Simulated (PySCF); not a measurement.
C4H6O3S (SMILES [CH2+][CH][C@H](C=O)[SH](=O)=O) (charge +1, doublet)

```
atom    x (Å)    y (Å)    z (Å)
   C   2.0904  -0.3483   0.9270
   C   0.8758   0.2079   0.7391
   C   0.1058   0.0711  -0.4804
   C  -0.5802   1.3538  -0.9302
   O  -1.1352   2.1103  -0.2196
   S  -1.5780  -0.8258  -0.1190
   O  -2.3212  -0.7112  -1.3163
   O  -2.0291  -0.3689   1.1353
   H   2.6126  -0.8789   0.1443
   H   2.5960  -0.2682   1.8770
   H   0.4126   0.8002   1.5214
   H   0.5833  -0.4870  -1.2848
   H  -0.5014   1.4866  -2.0298
   H  -1.1322  -2.1423   0.0137
```

Geometry: GFN2-xTB.

Level of theory: PySCF, UKS B3LYP, pcH-1 on C H O S, non-relativistic, mean-field spin-orbit, GIAO.

**Predict the electron density, electron localisation function and spin density between the atoms.**

C–C (1.35 Å): ρ is about 2.3 e/Å³ halfway; the ELF peaks at about 0.95 between the atoms: localised, covalent bonding.
C–H (1.08 Å): ρ is about 2.1 e/Å³ halfway; the ELF climbs to about 1 towards the hydrogen, as it does in any bond to H: a covalent bond by its length.
C–C (1.45 Å): ρ is about 1.9 e/Å³ halfway; the ELF peaks at about 0.95 between the atoms (localised, covalent bonding).
The unpaired spin (1 electron) lies mostly on C1 (about 0.3), O5 (about 0.2), C3 (about 0.1) and C2 (about 0.1), in electrons by Hirshfeld's partition.

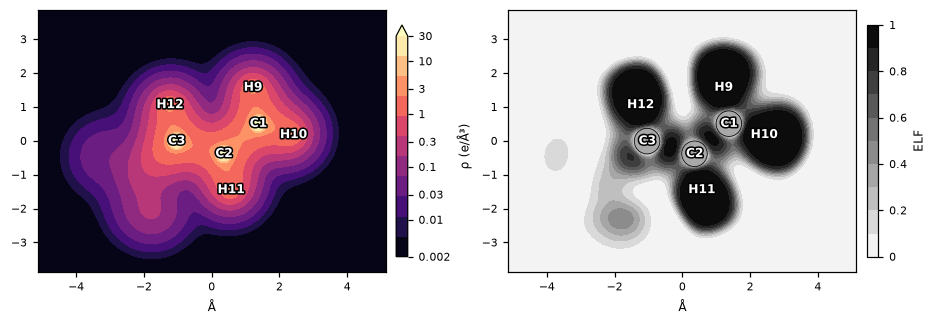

Computed electron density and electron localisation function on the plane of atoms C1, C2 and C3, in this order. Grey discs cover the atomic cores in the ELF map. 
